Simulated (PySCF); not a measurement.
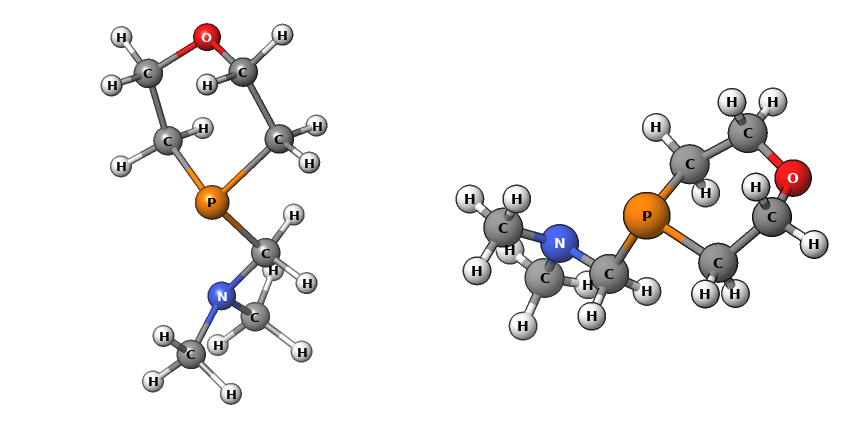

Both panels show the same species.

The geometry was computed by an optimisation with PBE0-D3(BJ)/def2-SVP. No frequency run is at hand to confirm it as a minimum.

**Give the formula.**

C7H16NOP, 26 atoms: 7 carbon, 16 hydrogen, 1 nitrogen, 1 oxygen and 1 phosphorus.

**Which point group does it belong to?**

C1.

More results for the same structure follow; atom numbers are the same in all pictures, views and colours differ.

NMR shielding

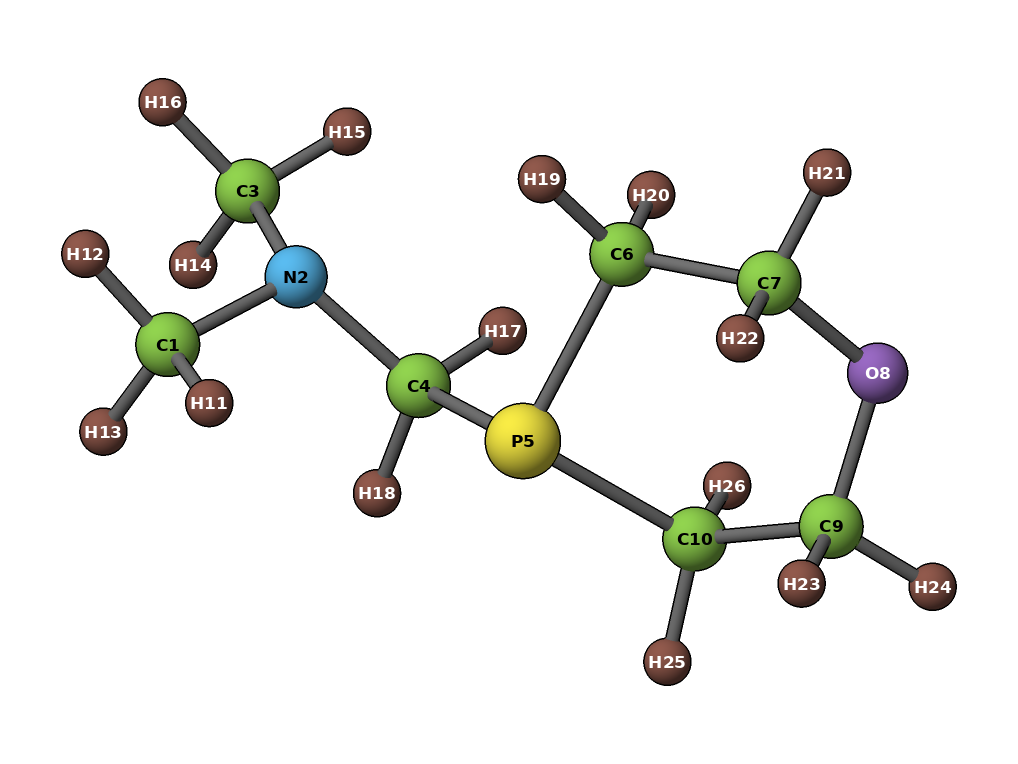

The questions are on isotropic NMR shieldings of the C atoms. No frequency run is at hand to confirm it as a minimum. Method: GIAO ωB97X-D/pcSseg-1 NMR shielding, non-relativistic, gas phase (PySCF 2.14.0).

**Which C atom is the most shielded (lowest chemical shift)?**

C10 (158.8 ppm).

**Which C atom is the least shielded (highest chemical shift)?**

C7 (117.2 ppm).

**How wide is the range of C shifts?**

41.6 ppm.

List the isotropic NMR shieldings of the C atoms.

```csv
atom,σ (ppm)
C1,140.9
C3,135.4
C4,119.7
C6,155.3
C7,117.2
C9,117.6
C10,158.8
```

Levels of theory compared

No frequency run is at hand to confirm it as a minimum. Program: PySCF 2.14.0.

At this fixed geometry, give HOMO energy (eV), dipole (D), HOMO–LUMO gap (eV) at these levels: PBE0/pcSseg-1; PBE0/pcSseg-1 in acetone (IEF-PCM); PBE0/pcSseg-1 in dimethylsulfoxide (IEF-PCM); ωB97X-D/pcSseg-1.

```csv
level,HOMO energy (eV),dipole (D),HOMO–LUMO gap (eV)
PBE0/pcSseg-1,−6.10,1.38,7.04
PBE0/pcSseg-1 in acetone (IEF-PCM),−6.07,1.85,7.08
PBE0/pcSseg-1 in dimethylsulfoxide (IEF-PCM),−6.07,1.89,7.08
ωB97X-D/pcSseg-1,−7.96,1.43,10.65
```

Charges

The questions are on IAO charges. No frequency run is at hand to confirm it as a minimum. Level of theory: PBE0/pcSseg-1, gas phase (PySCF 2.14.0).

List the IAO charges.

| atom | value (e) |
| --- | --- |
| C1 | −0.30 |
| N2 | −0.24 |
| C3 | −0.29 |
| C4 | −0.31 |
| P5 | 0.46 |
| C6 | −0.45 |
| C7 | −0.05 |
| O8 | −0.40 |
| C9 | −0.04 |
| C10 | −0.46 |
| H11 | 0.15 |
| H12 | 0.14 |
| H13 | 0.10 |
| H14 | 0.10 |
| H15 | 0.14 |
| H16 | 0.14 |
| H17 | 0.13 |
| H18 | 0.10 |
| H19 | 0.15 |
| H20 | 0.13 |
| H21 | 0.15 |
| H22 | 0.11 |
| H23 | 0.11 |
| H24 | 0.15 |
| H25 | 0.15 |
| H26 | 0.13 |
